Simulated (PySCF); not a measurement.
# C₂H₅NOSi, SMILES `[SiH3]OC1=NC1`: electronic structure

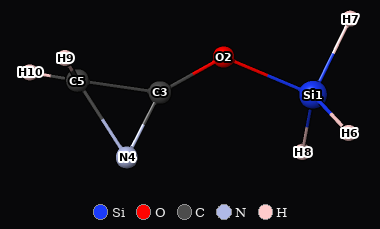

The molecule, with its atoms numbered as below. No frequency check shows the geometry to be a minimum.

Cartesian coordinates (Å):

```
Si1      1.8316   -0.0981   -0.0002
O2       0.3303    0.6127    0.0010
C3      -0.8418    0.0820    0.0004
N4      -1.5264   -0.9688    0.0008
C5      -2.2619    0.3591   -0.0023
H6       1.9729   -0.9064    1.2038
H7       2.6049    1.1336   -0.0002
H8       1.9709   -0.9053   -1.2082
H9      -2.7627    0.6416    0.9186
H10     -2.7643    0.6424   -0.9136
```

### 1. Excited states

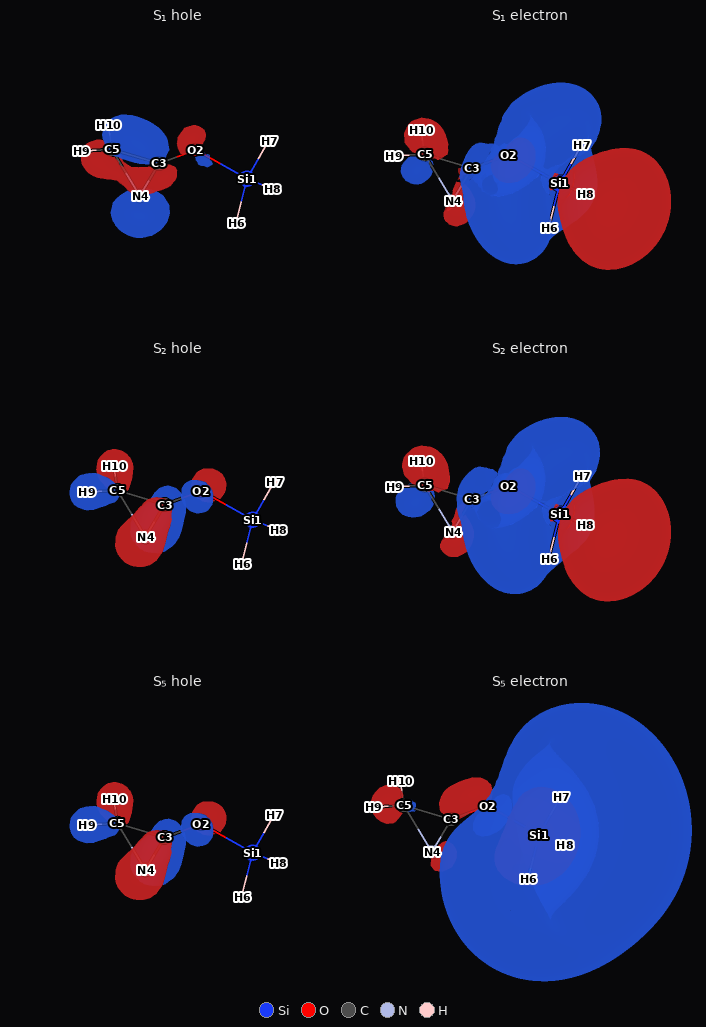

Leading natural transition orbitals (TDA singlet states).

Level of theory: PBE/aug-cc-pVDZ (PySCF), at a geometry from GFN2-xTB.

Give the energy and character of each state.

Answer. By state:
- S₁: 4.94 eV (251 nm), f = 0.060, σ or n → σ*, charge transfer, whose energy this functional puts too low; the leading pair carries 99 %; hole on N4 (44 %), C5 (24 %) and C3 (17 %), electron on Si1 (53 %), H6, H7 and H8 (9 % each) and O2 (8 %); their centroids lie 3.3 Å apart.
- S₂: 5.15 eV (241 nm), f = 0.000 (very weak), charge transfer, whose energy this functional puts too low; the leading pair carries 100 %; hole on N4 (41 %), C3 (16 %) and O2 (13 %), electron on Si1 (53 %), H6, H7 and H8 (9 % each) and O2 (9 %); their centroids lie 3.2 Å apart.
- S₅: 6.04 eV (205 nm), f = 0.002 (very weak), diffuse (Rydberg-like) orbital; the leading pair carries 100 %; hole on N4 (41 %), C3 (16 %) and O2 (13 %), electron on Si1 (44 %) and H6, H7 and H8 (15 % each) (atom shares of so diffuse an orbital are rough); their centroids lie 3.9 Å apart; S₆ lies within 0.1 eV of it.

### 2. In an electric field

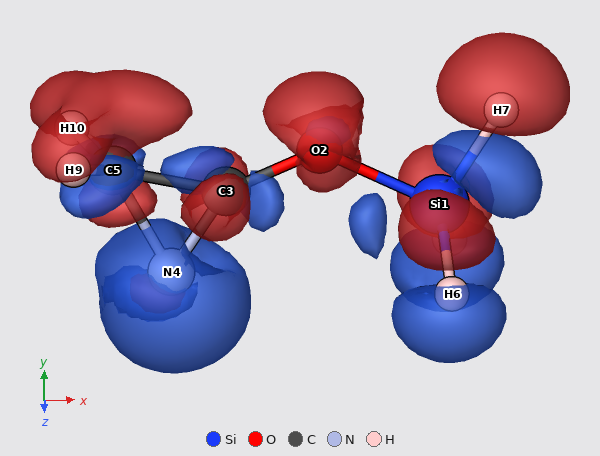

Change of the electron density in a uniform field of 0.10 V/Å, surfaces at ±0.0008 e/Å³ (blue: gain, red: loss).

Method: r2SCAN/def2-SVP; geometry: GFN2-xTB; program: PySCF. A basis without diffuse functions makes polarisabilities too small.

Along which Cartesian direction does the field point?

Answer. Along +y: electrons gather on the −y side, against the field.

How large is the response?

Answer. The induced dipole is 0.23 D (along the field); α along this axis, from the fields in both directions, is 45 bohr³ (6.6 Å³).

Which atoms gain and lose the most charge?

Answer. Electrons gather most on N4 (Hirshfeld charge changes by −0.008 e) and leave H7 most (+0.004 e); 0.025 electrons are displaced in all.

### 3. Magnetic shielding

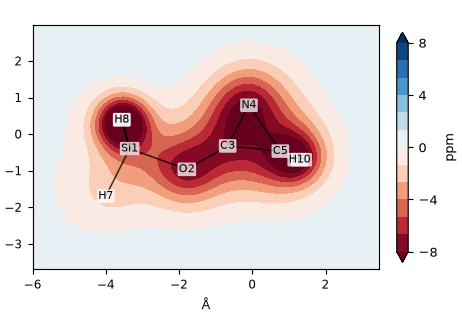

NICSzz (the component normal to the ring) 1.7 Å above the plane of the 3-membered ring C3/N4/C5; GIAO shieldings; atoms are projected onto the map; negative values mean shielding.

Computed with PySCF, B3LYP/def2-SVP, geometry: GFN2-xTB.

Is the ring aromatic by this magnetic criterion?

Answer. It is shielded above its centre; in a three-membered ring σ bonds weigh heavily, so the values alone don't measure π aromaticity: NICS(0) = −34.0, NICS(1) = −7.2, NICS(1)zz = −14.8 ppm.
